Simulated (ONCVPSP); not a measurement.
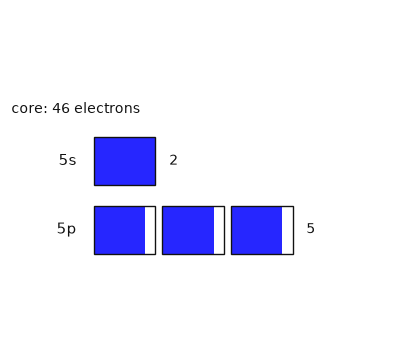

The valence shells of the reference configuration: a box for each of the 2l + 1 orbitals, shaded by the share of the shell that is filled, with the electron count at the right.

# I: pseudopotential generation

- system: iodine (I, Z = 53), core [Kr] 4d10, reference valence 5s2 5p5, valence charge 7.
- method: ONCV potential, PBEsol, scalar-relativistic, made with ONCVPSP 4.0.1

Input:
```
# ATOM AND REFERENCE CONFIGURATION
# atsym  z   nc   nv     iexc    psfile
  I 53.00    9    2  -116133      upf
#
#   n    l    f
    1    0    2.00
    2    0    2.00
    2    1    6.00
    3    0    2.00
    3    1    6.00
    3    2   10.00
    4    0    2.00
    4    1    6.00
    4    2   10.00
    5    0    2.00
    5    1    5.00
#
# PSEUDOPOTENTIAL AND OPTIMIZATION
# lmax
    2
#
#   l,   rc,      ep,       ncon, nbas, qcut
    0    1.60    0.00    5    8    4.00
    1    1.85    0.00    3    7    5.20
    2    1.45    0.16    3    6    7.80
#
# LOCAL POTENTIAL
# lloc, lpopt,  rc(5),   dvloc0
    4    4    1.40    6.00
#
# VANDERBILT-KLEINMAN-BYLANDER PROJECTORs
# l, nproj, debl
    0    2    2.30
    1    2    3.40
    2    3    3.20
#
# MODEL CORE CHARGE
# icmod, fcfact, rcfact
    0    0.00    0.00
#
# LOG DERIVATIVE ANALYSIS
# epsh1, epsh2, depsh
   -2.00    5.00    0.02
#
# OUTPUT GRID
# rlmax, drl
    6.00    0.01
#
# TEST CONFIGURATIONS
# ncnf
    4
# nvcnf
#   n    l    f
    2
    5    0    2.00
    5    1    4.00
#
    2
    5    0    2.00
    5    1    3.00
#
    2
    5    0    2.00
    5    1    2.00
#
    2
    5    0    2.00
    5    1    4.50
#
```

Command:
```bash
oncvpsp.x < I.dat > I.out
```

Log (extracts):
```
ONCVPSP  (Optimized Norm-Conservinng Vanderbilt PSeudopotential)
scalar-relativistic version 4.0.1

#   n    l    f        energy (Ha)
    1    0    2.00    -1.2115762E+03
    2    0    2.00    -1.8720166E+02
    2    1    6.00    -1.6804546E+02
    3    0    2.00    -3.7774001E+01
    3    1    6.00    -3.1567419E+01
    3    2   10.00    -2.2266573E+01
    4    0    2.00    -6.6270152E+00
    4    1    6.00    -4.6810755E+00
    4    2   10.00    -1.8451748E+00
    5    0    2.00    -6.4122055E-01
    5    1    5.00    -2.6083573E-01

Reference configufation results
  iterations    25
  all-electron total energy (Ha)   -7.11342622D+03

Begin loop to  construct optimized pseudo wave functions
and semi-local pseudopoentials for all angular momenta

   Wellstate for l =  0  n =  7
     eigenvalue =   1.6588
     asymptotic potential =   2.1588
     half-point radius =  4.1995

Calculating optimized projector #   1

 for l=   0

    Fraction of norm inside rc  0.305671
    Optimizing pswf for qcut=   4.00 a_B^-1,  ecut=   8.01 Ha
    Residual kinetic energy error=  1.22D-02 Ha

    Energy error per electron        Cutoff
         Ha          eV             Ha
         0.01000     0.27211       13.44
         0.00100     0.02721       57.49
         0.00010     0.00272       67.78
         0.00001     0.00027       76.59

Calculating optimized projector #   2

 for l=   0

    Fraction of norm inside rc  0.084255
    Optimizing pswf for qcut=   4.00 a_B^-1,  ecut=   8.01 Ha
    Residual kinetic energy error=  7.83D-03 Ha

    Energy error per electron        Cutoff
         Ha          eV             Ha
         0.01000     0.27211        7.71
         0.00100     0.02721       10.25
         0.00010     0.00272       32.34
         0.00001     0.00027       85.82

   Wellstate for l =  1  n =  7
     eigenvalue =   3.1392
     asymptotic potential =   3.6392
     half-point radius =  3.4084

Calculating optimized projector #   1

 for l=   1

    Fraction of norm inside rc  0.265996
    Optimizing pswf for qcut=   5.20 a_B^-1,  ecut=  13.54 Ha
    Residual kinetic energy error=  7.53D-06 Ha

    Energy error per electron        Cutoff
         Ha          eV             Ha
         0.01000     0.27211        5.61
         0.00100     0.02721        9.04
         0.00010     0.00272       11.31
         0.00001     0.00027       13.87

Calculating optimized projector #   2

 for l=   1

    Fraction of norm inside rc  0.116360
    Optimizing pswf for qcut=   5.20 a_B^-1,  ecut=  13.54 Ha
    Residual kinetic energy error=  2.75D-04 Ha

    Energy error per electron        Cutoff
         Ha          eV             Ha
         0.01000     0.27211        9.57
         0.00100     0.02721       11.71
         0.00010     0.00272       56.46
         0.00001     0.00027       99.25

   Wellstate for l =  2  n =  5
     eigenvalue =   0.1600
     asymptotic potential =   0.6600
     half-point radius =  7.2297

   Wellstate for l =  2  n =  7
     eigenvalue =   3.3600
     asymptotic potential =   3.8600
     half-point radius =  3.6336

   Wellstate for l =  2  n =  8
     eigenvalue =   6.5600
     asymptotic potential =   7.0600
     half-point radius =  3.2901

Calculating optimized projector #   1

 for l=   2

    Fraction of norm inside rc  0.022282
    Optimizing pswf for qcut=   7.80 a_B^-1,  ecut=  30.43 Ha
    Residual kinetic energy error=  6.44D-04 Ha
 ERROR pspot:  first pseudo wave function has node,          program will stop
 ERROR pspot: try changing psp parameters for this l
```

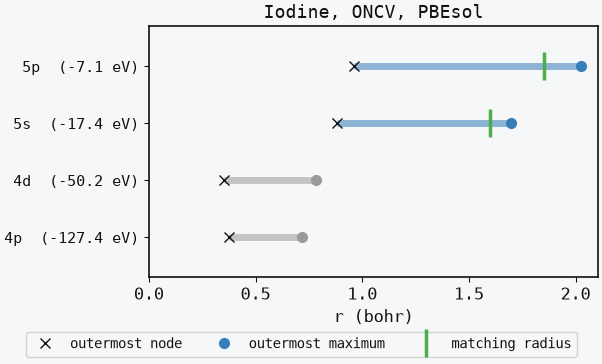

Outer shells of the all-electron reference atom: each bar runs from the outermost node (or the nucleus) to the outermost maximum of u(r); the tick is the radius chosen for the pseudo-wave. Shells without a tick have no pseudo-wave of their own. Levels, nodes and maxima are from ld1.x, scalar-relativistic.

- Radii against the shells: 5s: 1.60 bohr, between node and maximum; 5p: 1.85 bohr, between node and maximum.

What the run reported:

| quantity | value |
| --- | --- |
| outcome | ended with an error |
| hardware | 1 CPU thread, shared host |
| wall time | 1 s |

What went wrong:

The generator stopped with the message “ERROR pspot: first pseudo wave function has node, program will stop”. In words: the optimised pseudo-wave of the first projector has a node, so the radial equation cannot be inverted for a potential. It was at work on the d channel when it stopped.
